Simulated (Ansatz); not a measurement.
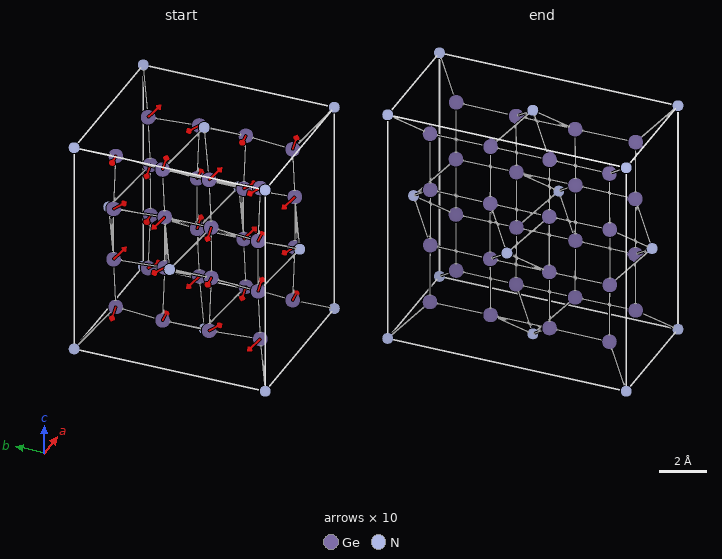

The structure of solid Ge8N (a generated structure, set up in Fmmm) (coarse preliminary run) before (left) and after (right) a relaxation, at one scale. The red arrows give the displacements (the part carried along by the change of the cell is left out), magnified 10 times.

The picture is a ball-and-stick view of the conventional cell (4 times the calculation's cell), seen from a free direction. Lengths and directions refer to the drawn axes.

Level of theory: Ansatz, DFT PBE, scalar-relativistic, plane waves, PAW. (plane-wave cutoff 420 eV; k-point mesh 4 × 4 × 4; occupations gaussian; smearing width 0.1 eV; no spin polarisation; cell and atoms relaxed; force threshold 0.04 eV/Å; at most 70 steps)

> What changed between the two?

The largest moves relative to the cell, 0.11 Å, are those of Ge atoms. N stays in place. The drawn cell changes as follows: a 7.444 → 5.577 Å (−25.1 %), b 8.854 → 11.052 Å (+24.8 %), c 9.995 → 11.105 Å (+11.1 %); the volume changes by +3.9 %. Among the contacts that change: Ge–Ge 2.156 → 2.735 Å, Ge–Ge 2.283 → 2.792 Å, Ge–Ge 2.507 → 2.803 Å, Ge–Ge 2.502 → 2.749 Å. Among the angles between lasting bonds that change: Ge–Ge–Ge 174.1° → 179.3°, Ge–Ge–Ge 174.6° → 179.3°. The space group stays Fmmm (No. 69). The energy falls by 726 meV per atom in 12 accepted moves (14 points after the start). The largest force component goes from 1.9 to 0.026 eV/Å. Pressure: 22.83 GPa at the start and 0.03 GPa at the end. The SCF was repeated twice at an unchanged geometry on a basis and grid sized afresh for the cell, which shifted the energy by 27.8 meV per atom at most.
